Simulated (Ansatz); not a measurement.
# quartet BH2O: levels of theory compared

Wanted: a comparison of 4 runs (UHF/3-21G, U-r2SCAN/cc-pVTZ, USVWN5/cc-pVTZ, RPA@PBE0/cc-pVTZ) of quartet BH2O. 

The results are computed with Ansatz 0.2.0.

50 further runs of the same task are left out: 50 set aside as unsound or not needed.

## Step 1: The system as given

BH2O: 4 atoms, total charge 0, spin state quartet. As SMILES of the parent species, `[BH]O`. Geometry: relaxed at PBE0-D4/def2-TZVP. That shape belongs to the parent species and isn't relaxed for this state.

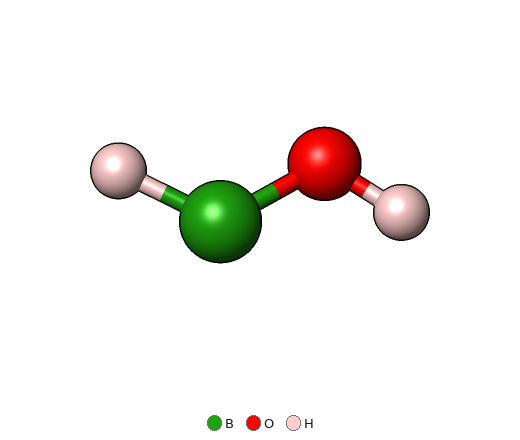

The structure, seen from a chosen angle (boron green, oxygen red, hydrogen pink).

## Step 2: A single-point energy at UHF/3-21G (run 1)

File input.yaml:

```yaml
crystal:
  periodic: [false, false, false]
  atoms:
    - {symbol: B, position_ang: [-0.006100, -0.485500, 0.388300]}
    - {symbol: O, position_ang: [0.119700, 0.544500, -0.448600]}
    - {symbol: H, position_ang: [-1.064200, -1.032400, 0.540300]}
    - {symbol: H, position_ang: [1.006100, 0.913200, -0.500300]}
basis:
  gaussian: {orbitals: 3-21G.json}
magnetization: {spin_polarized: true, initial_magnetization: 3}
hamiltonian: {xc: hf}
accuracy: high
output: {orbitals: {seedname: orbitals}}
```

The basis set 3-21G is read from a file made from the Basis Set Exchange's data (not shown).

Started as:

```sh
ansatz run input.yaml --threads 1 --pin off --max-ram 3480MiB --events-out events.jsonl --progress --plain --runs-dir runs
```

Standard output:

```text
Warning: RAYON_NUM_THREADS=1 ignored (pool sized by the plan → 1); use --threads N
Functional definition: HF
  name "HF"
  exchange = exact_x
  correlation = 0
431 factors; integrals over basis functions are off by at most 4.4e-9 eV
mean field evaluation 1: about -2715.9437 eV, gradient 1.6e1 eV
mean field evaluation 2: about -2715.9475 eV, gradient 1.6e1 eV
mean field evaluation 4: about -2717.8413 eV, gradient 2.2e0 eV
mean field evaluation 8: about -2717.9263 eV, gradient 1.2e-1 eV
mean field evaluation 16: about -2716.4948 eV, gradient 6.1e0 eV
mean field evaluation 32: about -2717.3415 eV, gradient 1.4e0 eV
mean field -2717.92663954 eV, -99.8819617261 hartree, gradient 3.7e-8 eV, S^2 3.759865; 1 other end points of the search recorded, 0 dependent functions left out
reference -2717.92663954 eV, -99.8819617261 hartree; 9, 6 occupied and 13, 16 virtual orbitals, 431 factors
Total energy: -2717.92663954 eV, -99.8819617261 hartree
```

Wall time 0.16 s (1 thread of Arm Neoverse V1, shared host).

## Step 3: The energy at U-r2SCAN/cc-pVTZ (run 2)

File molecule.yaml:

```yaml
crystal:
  periodic: [false, false, false]
  atoms:
    - {symbol: B, position_ang: [-0.006100, -0.485500, 0.388300]}
    - {symbol: O, position_ang: [0.119700, 0.544500, -0.448600]}
    - {symbol: H, position_ang: [-1.064200, -1.032400, 0.540300]}
    - {symbol: H, position_ang: [1.006100, 0.913200, -0.500300]}
basis:
  gaussian:
    orbitals: cc-pVTZ
total_charge: 0
magnetization:
  spin_polarized: true
  initial_magnetization: 3
hamiltonian:
  xc: {name: r2SCAN}
accuracy: high
output: {orbitals: {seedname: orbitals}}
```

Started as:

```sh
ansatz run molecule.yaml --threads 1 --pin off --max-ram 3480MiB --events-out events.jsonl --progress --plain --runs-dir runs
```

Standard output:

```text
Warning: RAYON_NUM_THREADS=1 ignored (pool sized by the plan → 1); use --threads N
Functional definition: r2SCAN
  name "r2SCAN"
  parameter k0 = 0.174
  parameter k1 = 0.065
  parameter a1 = 4.9479
  exchange = r2scan_x(k0 = k0, k1 = k1, a1 = a1)
  correlation = r2scan_c
1459 factors; integrals over basis functions are off by at most 3.0e-9 eV
mean field evaluation 1: about -2744.3517 eV, gradient 2.0e1 eV
mean field evaluation 2: about -2731.8344 eV, gradient 4.0e1 eV
mean field evaluation 4: about -2744.1650 eV, gradient 2.4e1 eV
mean field evaluation 8: about -2745.8456 eV, gradient 1.4e1 eV
mean field evaluation 16: about -2746.9947 eV, gradient 1.8e-5 eV
mean field evaluation 32: about -2746.9930 eV, gradient 1.6e-1 eV
mean field -2746.99466351 eV, -100.9501919041 hartree, gradient 2.5e-8 eV, S^2 3.755096; 3 other end points of the search recorded, 0 dependent functions left out
reference -2746.99466605 eV, -100.9501919974 hartree; 9, 6 occupied and 79, 82 virtual orbitals, 1459 factors
Total energy: -2746.99466605 eV, -100.9501919974 hartree
```

It took 14 s on 1 thread of Arm Neoverse V1, shared host; peak memory 0.25 GiB.

Run 3 isn't shown in full; the table further down has it.

## Step 4: A single-point energy at RPA@PBE0/cc-pVTZ (run 4)

File run.yaml:

```yaml
crystal:
  periodic: [false, false, false]
  atoms:
    - {symbol: B, position_ang: [-0.006100, -0.485500, 0.388300]}
    - {symbol: O, position_ang: [0.119700, 0.544500, -0.448600]}
    - {symbol: H, position_ang: [-1.064200, -1.032400, 0.540300]}
    - {symbol: H, position_ang: [1.006100, 0.913200, -0.500300]}
basis:
  gaussian:
    orbitals: cc-pVTZ
magnetization:
  spin_polarized: true
  initial_magnetization: 3
hamiltonian:
  xc: pbe0
correlation:
  method: rpa
  frozen_orbitals: {B: 1, H: 0, O: 1}
accuracy: high
```

Started as:

```sh
ansatz run run.yaml --threads 1 --pin off --max-ram 3480MiB --events-out events.jsonl --progress --plain --runs-dir runs
```

Standard output (excerpt; [...] marks lines left out):

```text
Warning: RAYON_NUM_THREADS=1 ignored (pool sized by the plan → 1); use --threads N
Functional definition: PBE0
  name "PBE0"
[...]
1459 factors; integrals over basis functions are off by at most 3.0e-9 eV
[...]
mean field -2745.01650533 eV, -100.8774959320 hartree, gradient 4.6e-8 eV, S^2 3.754574; 6 other end points of the search recorded, 0 dependent functions left out
2 core orbitals not correlated: weight in the atoms' cores, before any rotation towards them, 1.000 or more for the frozen orbitals, at most 0.000 for the correlated occupied ones
reference -2732.95015020 eV, -100.4340655595 hartree; 7, 4 occupied and 79, 82 virtual orbitals, 1459 factors
Total energy: -2746.38891150 eV, -100.9279309283 hartree
```

Run time: 14 s. Hardware: 1 thread of Arm Neoverse V1, shared host; peak memory 0.26 GiB.

## Step 5: All runs side by side

```tsv
run	level	frozen core orbitals	energy (Eh)	HOMO energy (eV)	⟨S²⟩	wall time
1	UHF/3-21G	–	-99.881962	-6.35	3.760	0.16 s
2	U-r2SCAN/cc-pVTZ	–	-100.950192	-2.85	3.755	14 s
3	USVWN5/cc-pVTZ	–	-100.164468	-2.61	3.753	4.2 s
4	RPA@PBE0/cc-pVTZ	2	-100.927931	–	3.755	14 s
```

## Step 6: Results

| quantity | value |
| --- | --- |
| run 4: total energy | -100.92793 Eh |
| run 4: RPA correlation energy (valence) | -493.9 mEh |
| run 4: ⟨S²⟩ of the reference determinant | 3.755 |

**Reading.** Totals of different functionals can't be ranked against each other. All runs together took 33 s, the longest 14 s.
